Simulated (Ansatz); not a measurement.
## Run report: GaSiH6Cl, molecular dynamics (part 1 of 3)

GaSiH6Cl, computed with RKS PBE0-D4/def2-SVP (Ansatz 0.2.0).

It belongs to a series of runs on one base structure; here: dynamics from the highest image of the converged band. Figures and captions count atoms from 1; the log counts them from 0 in places.

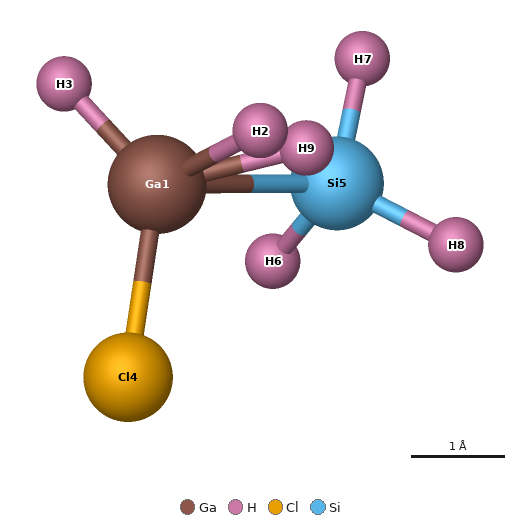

*The structure as given in the input (ball-and-stick view, seen at a tilt; atoms are numbered from 1 in the order of the input). Sticks mark near contacts.*

### Results in brief

- outcome: finished
- mean temperature over the second half: 1228 K
- trajectory: 200 steps, 100 fs
- ensemble: nve
- temperature in the input: 100.0 K
- time step: 0.5 fs
- potential energy (last step): −72848.6698 eV
- mean-field energy (last step): −72848.5377 eV
- largest force (length of the vector) (last step): 1.346 eV/Å
- hardware: 2 threads of Intel Xeon @ 2.90GHz (Ice Lake), 32 GiB of memory available, shared host
- wall time: 6.4 min (CPU time 12 min)
- peak memory: 0.25 GiB

### Remarks

So short a trajectory is not equilibrated.

### The input
```yaml
crystal:
  periodic: [false, false, false]
  atoms:
    - { symbol: Ga, position_ang: [-0.063374, -0.19183, -0.025336] }
    - { symbol: H, position_ang: [0.039645, 0.407177, 1.577009] }
    - { symbol: H, position_ang: [1.293599, -0.10268, -0.744882] }
    - { symbol: Cl, position_ang: [-2.042838, 0.25326, -0.749674] }
    - { symbol: Si, position_ang: [-0.292589, -2.591807, 0.986958] }
    - { symbol: H, position_ang: [-0.771241, -3.248043, -0.269297] }
    - { symbol: H, position_ang: [1.014972, -3.188696, 1.396103] }
    - { symbol: H, position_ang: [-1.308688, -2.82698, 2.057823] }
    - { symbol: H, position_ang: [-0.115887, -0.743902, 1.548796] }
basis:
  gaussian: { orbitals: def2-SVP }
hamiltonian:
  xc: pbe0
  dispersion: d4
md:
  timestep: 0.5
  n_steps: 200
  ensemble: nve
  temperature: 100.0
  initial_velocities: maxwell_boltzmann
  seed: 3415
```

Run as:
```bash
ansatz run input.yaml --threads 2 --pin off --max-ram 3072MiB --backend cpu --events-out ev --progress --plain --runs-dir out
```

### Output
```
Engine: ansatz 0.2.0, x86_64-unknown-linux-gnu
Functional definition: PBE0
  parameter a = 0.25
  parameter kappa = 0.804
  parameter beta = 0.06672455060314922
  exchange = (1 - a)*pbe_x(kappa = kappa, mu = beta*pi^2/3) + a*exact_x
  correlation = pbe_c(beta = beta)
1013 factors; integrals over basis functions are off by at most 2.6e-4 eV
mean field evaluation 1: about -72846.6830 eV, gradient 2.3e1 eV
mean field evaluation 2: about -72846.4587 eV, gradient 2.8e1 eV
mean field evaluation 4: about -72847.5035 eV, gradient 3.0e-1 eV
mean field evaluation 8: about -72847.5026 eV, gradient 2.1e-2 eV
mean field -72847.50255493 eV, -2677.0963410830 hartree, gradient 5.1e-5 eV, S^2 0.000000; 0 other end points of the search recorded, 0 dependent functions left out
the calculation of the forces begins
reference -72847.50258512 eV, -2677.0963421924 hartree; 34, 34 occupied and 64, 64 virtual orbitals, 1013 factors
md step     0: t =     0.00 fs  T =   100.0 K  F+E_penalty+E_count = -72847.68107163 eV  E_kin = 0.090482 eV  conserved = -72847.59058963 eV  (23 SCF iters)
these checks for a lower state are left out or cut short: starts, cluster_reference, orbital_swaps, neighbouring_geometries, increment
1013 factors; integrals over basis functions are off by at most 2.6e-4 eV
mean field evaluation 16: about -72847.5009 eV, gradient 6.2e-4 eV
mean field -72847.50145274 eV, -2677.0963005783 hartree, gradient 5.4e-5 eV, S^2 0.000000; 0 other end points of the search recorded, 0 dependent functions left out
the calculation of the forces begins
reference -72847.50148294 eV, -2677.0963016880 hartree; 34, 34 occupied and 64, 64 virtual orbitals, 1013 factors
md step     1: t =     0.50 fs  T =    98.7 K  F+E_penalty+E_count = -72847.67986114 eV  E_kin = 0.089285 eV  conserved = -72847.59057618 eV  (24 SCF iters)
[... from here on the SCF iterations and repeated set-up lines of each step are left out, up to the last step ...]
md step     2: t =     1.00 fs  T =    93.7 K  F+E_penalty+E_count = -72847.67528865 eV  E_kin = 0.084755 eV  conserved = -72847.59053385 eV  (24 SCF iters)
md step     3: t =     1.50 fs  T =    85.7 K  F+E_penalty+E_count = -72847.66802253 eV  E_kin = 0.077553 eV  conserved = -72847.59046965 eV  (22 SCF iters)
md step     4: t =     2.00 fs  T =    75.9 K  F+E_penalty+E_count = -72847.65908016 eV  E_kin = 0.068687 eV  conserved = -72847.59039344 eV  (22 SCF iters)
md step     5: t =     2.50 fs  T =    65.6 K  F+E_penalty+E_count = -72847.64966926 eV  E_kin = 0.059353 eV  conserved = -72847.59031653 eV  (22 SCF iters)
md step     6: t =     3.00 fs  T =    56.1 K  F+E_penalty+E_count = -72847.64100895 eV  E_kin = 0.050759 eV  conserved = -72847.59024975 eV  (22 SCF iters)
md step     7: t =     3.50 fs  T =    48.6 K  F+E_penalty+E_count = -72847.63415716 eV  E_kin = 0.043955 eV  conserved = -72847.59020249 eV  (21 SCF iters)
md step     8: t =     4.00 fs  T =    43.9 K  F+E_penalty+E_count = -72847.62986579 eV  E_kin = 0.039685 eV  conserved = -72847.59018071 eV  (22 SCF iters)
md step     9: t =     4.50 fs  T =    42.3 K  F+E_penalty+E_count = -72847.62848494 eV  E_kin = 0.038299 eV  conserved = -72847.59018625 eV  (22 SCF iters)
md step    10: t =     5.00 fs  T =    43.9 K  F+E_penalty+E_count = -72847.62992806 eV  E_kin = 0.039710 eV  conserved = -72847.59021761 eV  (22 SCF iters)
md step    11: t =     5.50 fs  T =    48.0 K  F+E_penalty+E_count = -72847.63369804 eV  E_kin = 0.043428 eV  conserved = -72847.59026954 eV  (21 SCF iters)
md step    12: t =     6.00 fs  T =    53.8 K  F+E_penalty+E_count = -72847.63897091 eV  E_kin = 0.048637 eV  conserved = -72847.59033411 eV  (21 SCF iters)
md step    13: t =     6.50 fs  T =    60.0 K  F+E_penalty+E_count = -72847.64472243 eV  E_kin = 0.054321 eV  conserved = -72847.59040180 eV  (21 SCF iters)
md step    14: t =     7.00 fs  T =    65.7 K  F+E_penalty+E_count = -72847.64987977 eV  E_kin = 0.059417 eV  conserved = -72847.59046232 eV  (21 SCF iters)
md step    15: t =     7.50 fs  T =    69.6 K  F+E_penalty+E_count = -72847.65348081 eV  E_kin = 0.062974 eV  conserved = -72847.59050703 eV  (22 SCF iters)
md step    16: t =     8.00 fs  T =    71.1 K  F+E_penalty+E_count = -72847.65481812 eV  E_kin = 0.064289 eV  conserved = -72847.59052923 eV  (22 SCF iters)
md step    17: t =     8.50 fs  T =    69.7 K  F+E_penalty+E_count = -72847.65355116 eV  E_kin = 0.063027 eV  conserved = -72847.59052408 eV  (22 SCF iters)
md step    18: t =     9.00 fs  T =    65.5 K  F+E_penalty+E_count = -72847.64977463 eV  E_kin = 0.059283 eV  conserved = -72847.59049188 eV  (22 SCF iters)
md step    19: t =     9.50 fs  T =    59.2 K  F+E_penalty+E_count = -72847.64402114 eV  E_kin = 0.053586 eV  conserved = -72847.59043523 eV  (22 SCF iters)
md step    20: t =    10.00 fs  T =    51.8 K  F+E_penalty+E_count = -72847.63720409 eV  E_kin = 0.046842 eV  conserved = -72847.59036254 eV  (25 SCF iters)
md step    21: t =    10.50 fs  T =    44.4 K  F+E_penalty+E_count = -72847.63049017 eV  E_kin = 0.040206 eV  conserved = -72847.59028372 eV  (22 SCF iters)
md step    22: t =    11.00 fs  T =    38.6 K  F+E_penalty+E_count = -72847.62513084 eV  E_kin = 0.034919 eV  conserved = -72847.59021162 eV  (22 SCF iters)
md step    23: t =    11.50 fs  T =    35.5 K  F+E_penalty+E_count = -72847.62226880 eV  E_kin = 0.032112 eV  conserved = -72847.59015723 eV  (22 SCF iters)
md step    24: t =    12.00 fs  T =    36.1 K  F+E_penalty+E_count = -72847.62276569 eV  E_kin = 0.032638 eV  conserved = -72847.59012813 eV  (22 SCF iters)
md step    25: t =    12.50 fs  T =    40.8 K  F+E_penalty+E_count = -72847.62708445 eV  E_kin = 0.036958 eV  conserved = -72847.59012658 eV  (23 SCF iters)
md step    26: t =    13.00 fs  T =    49.9 K  F+E_penalty+E_count = -72847.63525475 eV  E_kin = 0.045106 eV  conserved = -72847.59014843 eV  (22 SCF iters)
md step    27: t =    13.50 fs  T =    62.7 K  F+E_penalty+E_count = -72847.64693282 eV  E_kin = 0.056747 eV  conserved = -72847.59018608 eV  (22 SCF iters)
md step    28: t =    14.00 fs  T =    78.8 K  F+E_penalty+E_count = -72847.66153341 eV  E_kin = 0.071306 eV  conserved = -72847.59022719 eV  (23 SCF iters)
md step    29: t =    14.50 fs  T =    97.4 K  F+E_penalty+E_count = -72847.67841270 eV  E_kin = 0.088151 eV  conserved = -72847.59026214 eV  (23 SCF iters)
md step    30: t =    15.00 fs  T =   118.0 K  F+E_penalty+E_count = -72847.69703953 eV  E_kin = 0.106757 eV  conserved = -72847.59028260 eV  (23 SCF iters)
md step    31: t =    15.50 fs  T =   140.2 K  F+E_penalty+E_count = -72847.71712432 eV  E_kin = 0.126837 eV  conserved = -72847.59028712 eV  (23 SCF iters)
md step    32: t =    16.00 fs  T =   164.0 K  F+E_penalty+E_count = -72847.73865782 eV  E_kin = 0.148376 eV  conserved = -72847.59028202 eV  (23 SCF iters)
md step    33: t =    16.50 fs  T =   189.6 K  F+E_penalty+E_count = -72847.76184265 eV  E_kin = 0.171565 eV  conserved = -72847.59027809 eV  (24 SCF iters)
md step    34: t =    17.00 fs  T =   217.3 K  F+E_penalty+E_count = -72847.78693414 eV  E_kin = 0.196641 eV  conserved = -72847.59029301 eV  (24 SCF iters)
md step    35: t =    17.50 fs  T =   247.2 K  F+E_penalty+E_count = -72847.81400142 eV  E_kin = 0.223655 eV  conserved = -72847.59034663 eV  (23 SCF iters)
md step    36: t =    18.00 fs  T =   278.8 K  F+E_penalty+E_count = -72847.84267210 eV  E_kin = 0.252222 eV  conserved = -72847.59045007 eV  (23 SCF iters)
md step    37: t =    18.50 fs  T =   311.1 K  F+E_penalty+E_count = -72847.87203796 eV  E_kin = 0.281458 eV  conserved = -72847.59057962 eV  (23 SCF iters)
md step    38: t =    19.00 fs  T =   343.0 K  F+E_penalty+E_count = -72847.90104091 eV  E_kin = 0.310377 eV  conserved = -72847.59066429 eV  (23 SCF iters, 3 dispersion substeps)
md step    39: t =    19.50 fs  T =   374.5 K  F+E_penalty+E_count = -72847.92950123 eV  E_kin = 0.338897 eV  conserved = -72847.59060424 eV  (23 SCF iters, 3 dispersion substeps)
md step    40: t =    20.00 fs  T =   408.0 K  F+E_penalty+E_count = -72847.95948494 eV  E_kin = 0.369143 eV  conserved = -72847.59034155 eV  (23 SCF iters, 3 dispersion substeps)
md step    41: t =    20.50 fs  T =   448.6 K  F+E_penalty+E_count = -72847.99586222 eV  E_kin = 0.405881 eV  conserved = -72847.58998096 eV  (24 SCF iters, 3 dispersion substeps)
md step    42: t =    21.00 fs  T =   502.5 K  F+E_penalty+E_count = -72848.04447097 eV  E_kin = 0.454665 eV  conserved = -72847.58980566 eV  (24 SCF iters, 3 dispersion substeps)
md step    43: t =    21.50 fs  T =   572.3 K  F+E_penalty+E_count = -72848.10792458 eV  E_kin = 0.517871 eV  conserved = -72847.59005343 eV  (23 SCF iters, 3 dispersion substeps)
md step    44: t =    22.00 fs  T =   653.9 K  F+E_penalty+E_count = -72848.18229705 eV  E_kin = 0.591648 eV  conserved = -72847.59064884 eV  (23 SCF iters, 3 dispersion substeps)
md step    45: t =    22.50 fs  T =   737.3 K  F+E_penalty+E_count = -72848.25833374 eV  E_kin = 0.667088 eV  conserved = -72847.59124560 eV  (24 SCF iters, 3 dispersion substeps)
md step    46: t =    23.00 fs  T =   812.3 K  F+E_penalty+E_count = -72848.32656710 eV  E_kin = 0.735029 eV  conserved = -72847.59153845 eV  (24 SCF iters, 3 dispersion substeps)
md step    47: t =    23.50 fs  T =   873.7 K  F+E_penalty+E_count = -72848.38202865 eV  E_kin = 0.790574 eV  conserved = -72847.59145447 eV  (24 SCF iters, 3 dispersion substeps)
md step    48: t =    24.00 fs  T =   922.3 K  F+E_penalty+E_count = -72848.42561903 eV  E_kin = 0.834503 eV  conserved = -72847.59111641 eV  (24 SCF iters, 3 dispersion substeps)
md step    49: t =    24.50 fs  T =   963.4 K  F+E_penalty+E_count = -72848.46238374 eV  E_kin = 0.871673 eV  conserved = -72847.59071052 eV  (24 SCF iters, 3 dispersion substeps)
md step    50: t =    25.00 fs  T =  1003.5 K  F+E_penalty+E_count = -72848.49833589 eV  E_kin = 0.907954 eV  conserved = -72847.59038181 eV  (24 SCF iters, 3 dispersion substeps)
md step    51: t =    25.50 fs  T =  1047.6 K  F+E_penalty+E_count = -72848.53805335 eV  E_kin = 0.947858 eV  conserved = -72847.59019566 eV  (24 SCF iters, 3 dispersion substeps)
md step    52: t =    26.00 fs  T =  1098.4 K  F+E_penalty+E_count = -72848.58407320 eV  E_kin = 0.993868 eV  conserved = -72847.59020557 eV  (23 SCF iters, 3 dispersion substeps)
md step    53: t =    26.50 fs  T =  1155.9 K  F+E_penalty+E_count = -72848.63634084 eV  E_kin = 1.045876 eV  conserved = -72847.59046493 eV  (23 SCF iters, 3 dispersion substeps)
md step    54: t =    27.00 fs  T =  1216.0 K  F+E_penalty+E_count = -72848.69121132 eV  E_kin = 1.100233 eV  conserved = -72847.59097845 eV  (23 SCF iters, 3 dispersion substeps)
md step    55: t =    27.50 fs  T =  1270.5 K  F+E_penalty+E_count = -72848.74111181 eV  E_kin = 1.149530 eV  conserved = -72847.59158189 eV  (23 SCF iters, 3 dispersion substeps)
md step    56: t =    28.00 fs  T =  1310.1 K  F+E_penalty+E_count = -72848.77731343 eV  E_kin = 1.185414 eV  conserved = -72847.59189987 eV  (23 SCF iters, 3 dispersion substeps)
md step    57: t =    28.50 fs  T =  1331.1 K  F+E_penalty+E_count = -72848.79595708 eV  E_kin = 1.204414 eV  conserved = -72847.59154312 eV  (23 SCF iters, 3 dispersion substeps)
md step    58: t =    29.00 fs  T =  1340.5 K  F+E_penalty+E_count = -72848.80347813 eV  E_kin = 1.212902 eV  conserved = -72847.59057618 eV  (23 SCF iters, 3 dispersion substeps)
md step    59: t =    29.50 fs  T =  1353.9 K  F+E_penalty+E_count = -72848.81481493 eV  E_kin = 1.225020 eV  conserved = -72847.58979463 eV  (23 SCF iters, 3 dispersion substeps)
md step    60: t =    30.00 fs  T =  1383.1 K  F+E_penalty+E_count = -72848.84147737 eV  E_kin = 1.251447 eV  conserved = -72847.59003024 eV  (23 SCF iters, 3 dispersion substeps)
md step    61: t =    30.50 fs  T =  1424.4 K  F+E_penalty+E_count = -72848.87988761 eV  E_kin = 1.288816 eV  conserved = -72847.59107207 eV  (23 SCF iters, 3 dispersion substeps)
md step    62: t =    31.00 fs  T =  1461.6 K  F+E_penalty+E_count = -72848.91439330 eV  E_kin = 1.322454 eV  conserved = -72847.59193903 eV  (23 SCF iters, 3 dispersion substeps)
md step    63: t =    31.50 fs  T =  1480.2 K  F+E_penalty+E_count = -72848.93137140 eV  E_kin = 1.339339 eV  conserved = -72847.59203196 eV  (24 SCF iters, 3 dispersion substeps)
md step    64: t =    32.00 fs  T =  1477.8 K  F+E_penalty+E_count = -72848.92859632 eV  E_kin = 1.337106 eV  conserved = -72847.59148997 eV  (23 SCF iters, 3 dispersion substeps)
md step    65: t =    32.50 fs  T =  1462.3 K  F+E_penalty+E_count = -72848.91388162 eV  E_kin = 1.323122 eV  conserved = -72847.59075972 eV  (23 SCF iters, 3 dispersion substeps)
md step    66: t =    33.00 fs  T =  1445.7 K  F+E_penalty+E_count = -72848.89830388 eV  E_kin = 1.308113 eV  conserved = -72847.59019107 eV  (23 SCF iters, 3 dispersion substeps)
md step    67: t =    33.50 fs  T =  1437.3 K  F+E_penalty+E_count = -72848.89040493 eV  E_kin = 1.300486 eV  conserved = -72847.58991896 eV  (23 SCF iters, 3 dispersion substeps)
md step    68: t =    34.00 fs  T =  1441.4 K  F+E_penalty+E_count = -72848.89420859 eV  E_kin = 1.304239 eV  conserved = -72847.58996963 eV  (23 SCF iters, 3 dispersion substeps)
md step    69: t =    34.50 fs  T =  1457.5 K  F+E_penalty+E_count = -72848.90913499 eV  E_kin = 1.318775 eV  conserved = -72847.59036042 eV  (23 SCF iters, 3 dispersion substeps)
md step    70: t =    35.00 fs  T =  1479.3 K  F+E_penalty+E_count = -72848.92950386 eV  E_kin = 1.338470 eV  conserved = -72847.59103418 eV  (23 SCF iters, 3 dispersion substeps)
md step    71: t =    35.50 fs  T =  1495.8 K  F+E_penalty+E_count = -72848.94512297 eV  E_kin = 1.353405 eV  conserved = -72847.59171759 eV  (23 SCF iters, 3 dispersion substeps)
md step    72: t =    36.00 fs  T =  1496.4 K  F+E_penalty+E_count = -72848.94589995 eV  E_kin = 1.353972 eV  conserved = -72847.59192811 eV  (23 SCF iters, 3 dispersion substeps)
md step    73: t =    36.50 fs  T =  1479.0 K  F+E_penalty+E_count = -72848.92947771 eV  E_kin = 1.338185 eV  conserved = -72847.59129224 eV  (23 SCF iters, 3 dispersion substeps)
md step    74: t =    37.00 fs  T =  1454.6 K  F+E_penalty+E_count = -72848.90623455 eV  E_kin = 1.316117 eV  conserved = -72847.59011798 eV  (23 SCF iters, 3 dispersion substeps)
md step    75: t =    37.50 fs  T =  1441.6 K  F+E_penalty+E_count = -72848.89384666 eV  E_kin = 1.304365 eV  conserved = -72847.58948124 eV  (23 SCF iters, 3 dispersion substeps)
md step    76: t =    38.00 fs  T =  1449.5 K  F+E_penalty+E_count = -72848.90161915 eV  E_kin = 1.311541 eV  conserved = -72847.59007851 eV  (23 SCF iters, 3 dispersion substeps)
md step    77: t =    38.50 fs  T =  1469.4 K  F+E_penalty+E_count = -72848.92079816 eV  E_kin = 1.329524 eV  conserved = -72847.59127414 eV  (23 SCF iters, 3 dispersion substeps)
md step    78: t =    39.00 fs  T =  1482.6 K  F+E_penalty+E_count = -72848.93342286 eV  E_kin = 1.341454 eV  conserved = -72847.59196892 eV  (23 SCF iters, 3 dispersion substeps)
md step    79: t =    39.50 fs  T =  1477.1 K  F+E_penalty+E_count = -72848.92829199 eV  E_kin = 1.336496 eV  conserved = -72847.59179561 eV  (23 SCF iters, 3 dispersion substeps)
md step    80: t =    40.00 fs  T =  1454.5 K  F+E_penalty+E_count = -72848.90720422 eV  E_kin = 1.316099 eV  conserved = -72847.59110483 eV  (23 SCF iters, 3 dispersion substeps)
md step    81: t =    40.50 fs  T =  1425.7 K  F+E_penalty+E_count = -72848.88034407 eV  E_kin = 1.289959 eV  conserved = -72847.59038517 eV  (23 SCF iters, 3 dispersion substeps)
md step    82: t =    41.00 fs  T =  1402.2 K  F+E_penalty+E_count = -72848.85865591 eV  E_kin = 1.268721 eV  conserved = -72847.58993454 eV  (23 SCF iters, 3 dispersion substeps)
md step    83: t =    41.50 fs  T =  1391.5 K  F+E_penalty+E_count = -72848.84892092 eV  E_kin = 1.259076 eV  conserved = -72847.58984493 eV  (23 SCF iters, 3 dispersion substeps)
md step    84: t =    42.00 fs  T =  1395.1 K  F+E_penalty+E_count = -72848.85244710 eV  E_kin = 1.262319 eV  conserved = -72847.59012783 eV  (24 SCF iters, 3 dispersion substeps)
md step    85: t =    42.50 fs  T =  1408.2 K  F+E_penalty+E_count = -72848.86494655 eV  E_kin = 1.274199 eV  conserved = -72847.59074761 eV  (23 SCF iters, 3 dispersion substeps)
md step    86: t =    43.00 fs  T =  1420.6 K  F+E_penalty+E_count = -72848.87687698 eV  E_kin = 1.285363 eV  conserved = -72847.59151354 eV  (27 SCF iters, 3 dispersion substeps)
```
